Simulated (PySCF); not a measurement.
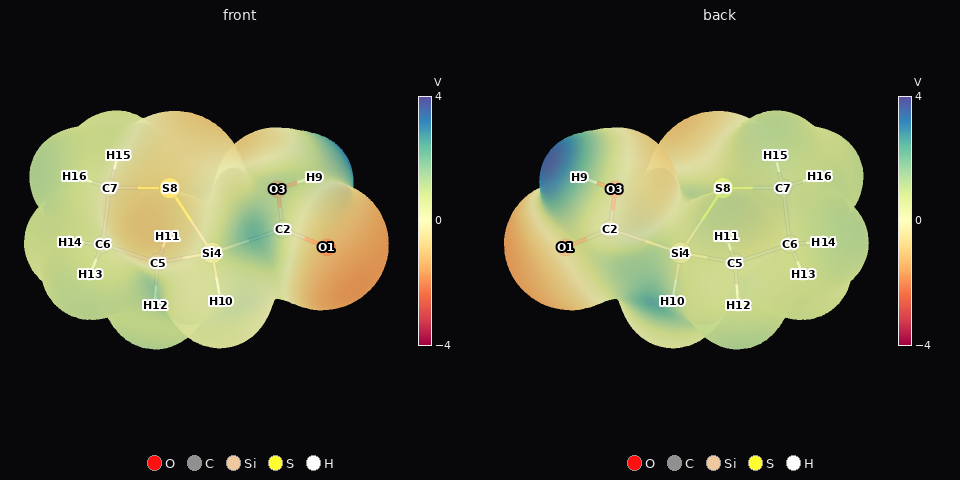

The picture shows: C₄H₈O₂SSi. The molecular electrostatic potential painted on the density surface at 0.004 e/bohr³, seen from the front and from behind; red is negative and blue positive.

Geometry: GFN2-xTB.

Computed with CAM-B3LYP/def2-SVPD, SCF density, gas phase in PySCF 2.14.0.

```yaml
atoms:
  - { symbol: O, position_ang: [3.3311, -1.0172, 0.9936] }
  - { symbol: C, position_ang: [2.4406, -0.4181, 0.4510] }
  - { symbol: O, position_ang: [2.6604, 0.5242, -0.4696] }
  - { symbol: Si, position_ang: [0.5762, -0.6784, 0.7952] }
  - { symbol: C, position_ang: [-0.4748, -0.7233, -0.7896] }
  - { symbol: C, position_ang: [-1.7957, -0.0543, -0.4254] }
  - { symbol: C, position_ang: [-1.5231, 1.2720, 0.2587] }
  - { symbol: S, position_ang: [-0.3511, 1.0513, 1.6563] }
  - { symbol: H, position_ang: [3.6127, 0.6663, -0.6107] }
  - { symbol: H, position_ang: [0.4100, -1.8271, 1.6792] }
  - { symbol: H, position_ang: [0.0107, -0.1660, -1.5931] }
  - { symbol: H, position_ang: [-0.6463, -1.7350, -1.1518] }
  - { symbol: H, position_ang: [-2.3558, -0.6998, 0.2540] }
  - { symbol: H, position_ang: [-2.4095, 0.1207, -1.3125] }
  - { symbol: H, position_ang: [-1.0679, 1.9847, -0.4283] }
  - { symbol: H, position_ang: [-2.4252, 1.7091, 0.6815] }
```

### Where is the surface potential most negative and most positive?

The most negative region (about −1.8 V) lies over O1, the most positive (about +3.6 V) over H9. O1 is the likeliest acceptor of a hydrogen bond.
